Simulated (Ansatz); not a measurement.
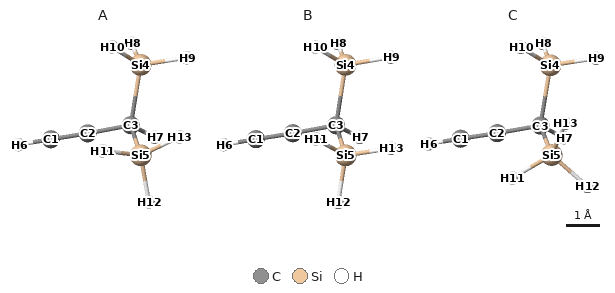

3 geometries from a converged minimum-energy path of C$_{3}$H$_{8}$Si$_{2}$, shuffled. The picture is a ball-and-stick view, seen at a tilt.

These are results of Ansatz, RKS PBE0/cc-pVDZ, not measurements. Run with 5 movable images; climbing image; force threshold 0.05 eV/Å; iteration limit 60; starting path through a guess of the saddle point.

Which frame is the transition state?

Answer. C. In order along the path, whose images run from 0 to 6: B (image 0, 0.0 kJ/mol), A (image 1, +1.8 kJ/mol), C (image 3, +7.3 kJ/mol). The motion is a rotation about the C3–Si5 bond by about 120°. No bond forms or breaks between the ends. Among the angles between lasting bonds that change up to the highest image: C2–C3–Si5 109.9° → 112.1°.

Cost: 85 s on 2 threads of Intel(R) Xeon(R) Platinum 8559C (Emerald Rapids) (shared host), peak memory 0.31 GiB.
